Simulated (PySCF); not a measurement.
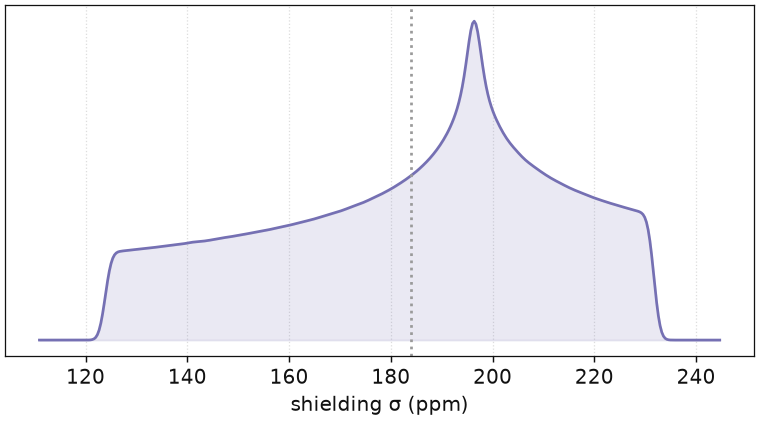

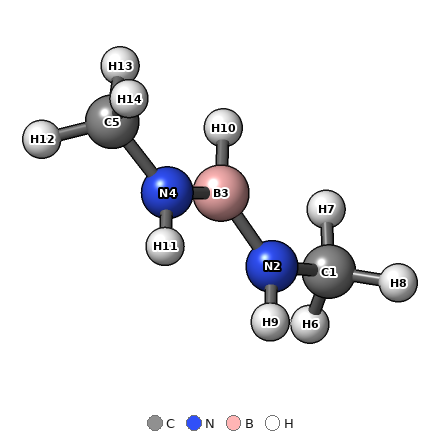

Static powder pattern (¹⁵N) from GIAO shielding tensors of C₂H₉BN₂, SMILES CNBNC, B97-D/pcSseg-1 with PySCF 2.14.0, at a PBE0-D3(BJ)/def2-SVP geometry (no frequency check); absolute shielding, one fixed geometry of the isolated molecule without any motion, no dipolar terms. The dotted line is the isotropic value; skew is 3(σiso − σ22)/span.

The pattern belongs to N4. Give the principal values, span and skew.

Answer. N4: σ11, σ22, σ33 = 124, 196, 232 ppm, isotropic 184, span 108 ppm, skew −0.34.

Caveats: one conformer of a flexible molecule.
